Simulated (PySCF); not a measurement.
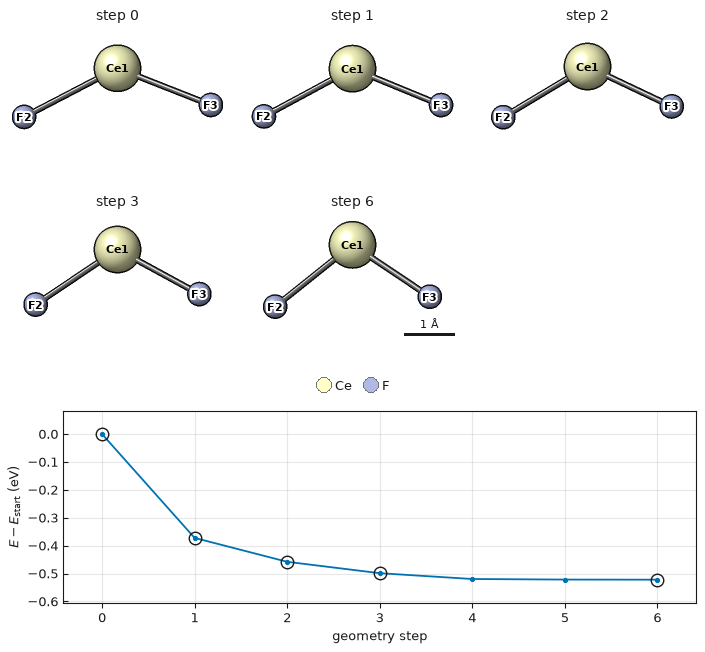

Frames of a relaxation of CeF2 (charge +1), marked on the history of the run. Style: ball-and-stick. Shown at a tilt.

The calculation used PySCF 2.14.0, RKS PBE0, Ce lcecp-1-SVP with ECP47, F def2-SVP; non-relativistic Hamiltonian with scalar-relativistic core potentials; density fitting. (symmetry kept (C2v))

Describe the path.

The largest moves after the best rigid fit, 0.36 Å, are those of F2 and F3. By element the largest moves are F 0.36 Å, Ce 0.20 Å. Among the contacts that change: Ce1–F2 2.174 → 2.023 Å. Bond angles that change, for instance: F2–Ce1–F3 131.8° → 108.5°. Over 6 geometry steps the energy falls by 0.522 eV. Largest force component: 2.5 eV/Å at the start, 0.00087 eV/Å at the end. From step 0 to 1: F atoms move most (0.10 Å), energy −0.372 eV. From step 1 to 2: F atoms move most (0.10 Å), energy −0.086 eV. From step 2 to 3: Ce1 moves most (0.06 Å), energy −0.041 eV. From step 3 to 6: F atoms move most (0.11 Å), energy −0.023 eV.

```
step  E − E(0), eV  largest force component, eV/Å
   0        0.0000                         2.4653
   1       -0.3722                         0.9317
   2       -0.4578                         0.6985
   3       -0.4986                         0.3502
   4       -0.5195                         0.2531
   5       -0.5215                         0.0536
   6       -0.5219                         0.0009
```
